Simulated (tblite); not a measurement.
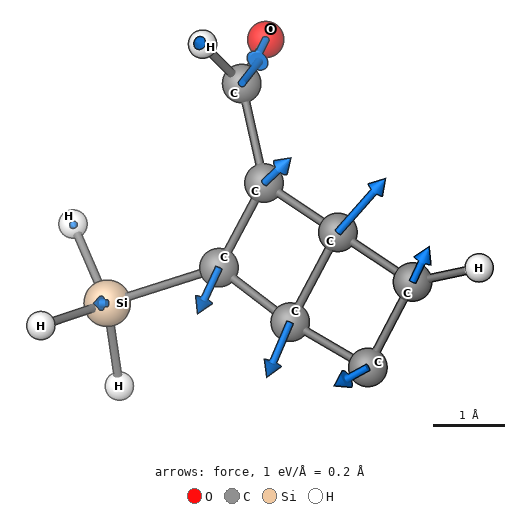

Starting geometry of C7H5OSi (multiplicity 2) with the computed forces as blue arrows. A ball-and-stick model, seen at a tilt.

Level of theory: GFN2-xTB geometry optimisation, gas phase (tblite 0.8.0). 

**What follows when this structure is relaxed?**

It isn't relaxed: the largest force vector, on a C atom, is 5.40 eV/Å. The final displacements have little in common with the starting forces (cosine between the two patterns 0.28). After 200 geometry steps the energy has fallen by 267.2 kJ/mol. The O atom moves most after the best rigid fit: 2.01 Å. By element the largest moves are O 2.01 Å, H 1.11 Å, C 0.60 Å, Si 0.34 Å. Near-neighbour distances that change, for instance: O–Si 4.337 → 2.581 Å, C–C 1.464 → 2.495 Å, C–C 1.960 → 2.444 Å, C–C 2.017 → 2.416 Å. Bonds break, among them: C–C (1.46 → 2.50 Å). Bond angles that change, for instance: C–C–C 178.7° → 133.0°, C–C–C 173.5° → 129.7°, C–C–C 92.5° → 130.4°. Groups turn about C–C by about 90°, C–Si by about 40°.
